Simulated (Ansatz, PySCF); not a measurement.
HF (SMILES F) and H2 (SMILES [H][H]) are pulled apart as rigid monomers along the line of their centres of mass, from the B3LYP-D3(BJ)/def2-TZVP minimum. Starting geometry (charge 0, multiplicity 1):
```tsv
atom	x (Å)	y (Å)	z (Å)
F	0.0691	0.0916	-0.1267
H	0.1090	0.0822	0.7990
H	0.5677	0.0801	2.7175
H	-0.1769	0.0417	2.7504
```

Interaction energies with rigid monomers; basis-set methods are counterpoise corrected unless marked otherwise.

Frozen-core correlation. Rows in 3-21G, 6-311+G** carry no dispersion term and start afresh at each structure.

Codes used: Ansatz (a program for electronic structure) with Gaussian orbitals; PySCF for 3-21G rows, 6-311+G** rows, the dispersion terms. Each number belongs to the level named beside it.

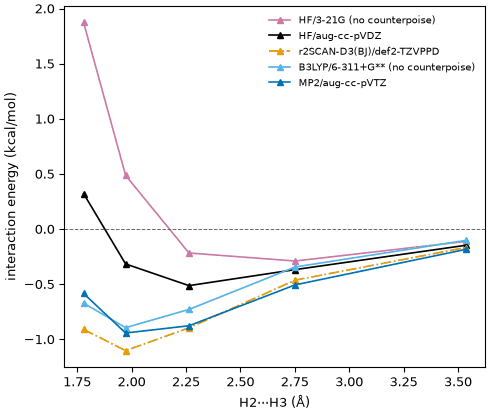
Interaction energy against separation

Task: Which level binds most strongly at H2···H3 = 1.97, and by how much?

Result: r2SCAN-D3(BJ)/def2-TZVPPD, -1.1 kcal/mol.
